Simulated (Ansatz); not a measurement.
```xyz
6

B    -0.8265    0.3330    3.3603
F    -1.2099   -0.0634    4.5749
Ge   -2.1676   -1.2434    1.0824
O    -1.5012   -0.0919    2.2845
H     0.1138    1.0840    3.2655
H    -3.3507   -0.2520    0.6506
```

Geometry: r2SCAN-D4/def2-SVP.

Method: isolated molecule in a Gaussian basis; Kohn-Sham density functional theory, functional PBE0 (Ansatz).

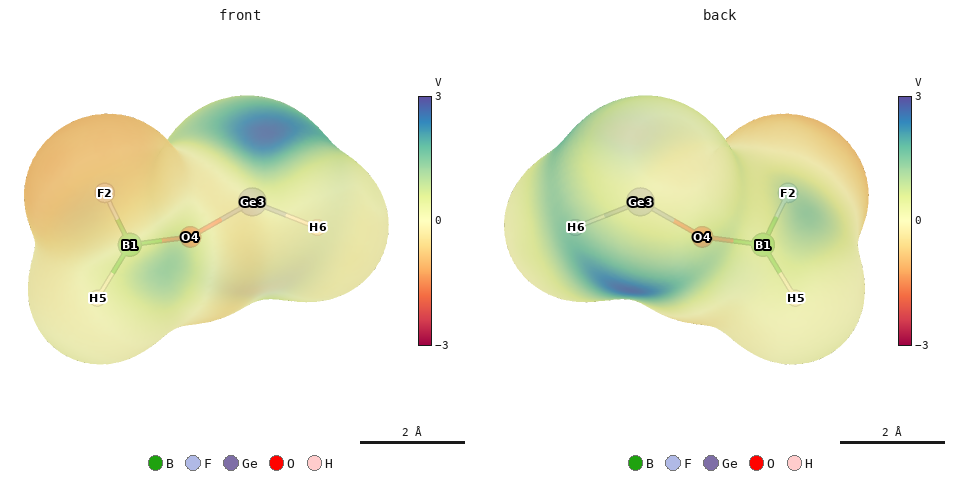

BFGeH$_{2}$O. The electrostatic potential painted on the density surface at 0.002 e/bohr³, seen from the front and from behind; the colour scale runs from red (negative) to blue (positive).

Q: Which sites attract a positive test charge, and which a negative one?

A: A positive charge is drawn to the negative regions and a negative charge to the positive ones. The most negative region (about −0.9 V) lies over F2, the most positive (about +2.6 V) over Ge3.
